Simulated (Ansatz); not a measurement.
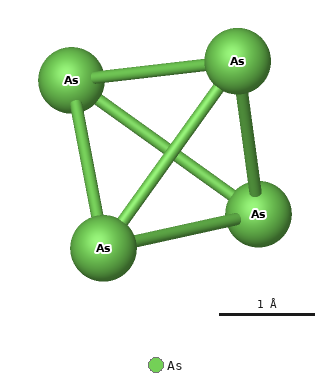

*The structure (ball-and-stick view, seen at a tilt).*

Bond lengths as drawn: As–As 2.42 Å.

As₄: energy and gradient calculation

The run: energy and gradient calculation of As₄, SMILES [As]12[As]3[As]1[As]23. Method and program: CASCI/Sapporo-TZP, RHF (Ansatz 0.2.0).

The geometry comes from this level: PBE0-D4/def2-TZVP.

The program's output
```
Functional definition: HF
  name "HF"
  exchange = exact_x
  correlation = 0
2691 factors; integrals over basis functions are off by at most 4.0e-9 eV
mean field evaluation 1: about -243183.3965 eV, gradient 7.6e0 eV
mean field evaluation 2: about -243183.9920 eV, gradient 8.8e0 eV
mean field evaluation 4: about -243184.5313 eV, gradient 2.1e0 eV
mean field evaluation 8: about -243184.5667 eV, gradient 1.8e-1 eV
mean field evaluation 16: about -243184.5671 eV, gradient 3.1e-7 eV
mean field -243184.56709419 eV, -8936.8680042915 hartree, gradient 2.7e-8 eV, S^2 0.000000; 0 other end points of the search recorded, 0 dependent functions left out
reference -243184.56709419 eV, -8936.8680042915 hartree; 66, 66 occupied and 106, 106 virtual orbitals, 2691 factors
state -243185.26270167 eV, -8936.8935673949 hartree
the calculation of the forces begins
WARN: the results are in doubt because the space or a class takes a part of the degenerate orbitals at -9.9416 eV
Total energy: -243185.26270167 eV, -8936.8935673949 hartree
Atom 0 at     0.408230    -1.037610     0.980150 Å, force    -1.186720    10.898926    12.473661 eV/Å
Atom 1 at    -0.244980     1.281220     0.708840 Å, force     3.801021    -6.997918    14.572868 eV/Å
Atom 2 at    -1.243230    -0.430680    -0.687660 Å, force     7.644449     0.456604   -14.735705 eV/Å
Atom 3 at     1.079970     0.187070    -1.001320 Å, force   -10.258750    -4.357611   -12.310824 eV/Å
Dipole moment:    -0.000000     0.000000    -0.000000 e Å
In doubt: the space or a class takes a part of the degenerate orbitals at -9.9416 eV
```

This output came from the following input.

The input
```yaml
crystal:
  periodic: [false, false, false]
  atoms:
    - {symbol: As, position_ang: [0.408230, -1.037610, 0.980150]}
    - {symbol: As, position_ang: [-0.244980, 1.281220, 0.708840]}
    - {symbol: As, position_ang: [-1.243230, -0.430680, -0.687660]}
    - {symbol: As, position_ang: [1.079970, 0.187070, -1.001320]}
basis:
  gaussian: {orbitals: Sapporo-TZP.json}
hamiltonian: {pseudopotentials: {relativity: none}}
correlation:
  active_space: {window: {electrons: 8, orbitals: 7}, fixed_orbitals: true}
output: {forces: true}
total_charge: 0
accuracy: high
```

Launched with:
```bash
ansatz run job.yaml --threads 1 --pin off --max-ram 3480MiB --events-out events.jsonl --progress --plain --runs-dir runs
```

Summary

```json
{"quantity": "outcome", "value": "converged"}
{"quantity": "total energy", "value": "−8936.893567 hartree"}
{"quantity": "SCF energy", "value": "−8936.868004 hartree"}
{"quantity": "CASSCF energy", "value": "−8936.893567 hartree"}
{"quantity": "correlation energy", "value": "−0.025563 hartree"}
{"quantity": "basis functions", "value": "172"}
{"quantity": "largest force", "value": "16.607 eV/Å"}
{"quantity": "SCF solution under orbital rotations", "value": "stable"}
{"quantity": "hardware", "value": "1 thread of Arm Neoverse V2, 24 GiB of memory available, shared host"}
{"quantity": "wall time", "value": "96 s"}
{"quantity": "peak memory", "value": "1.1 GiB"}
```
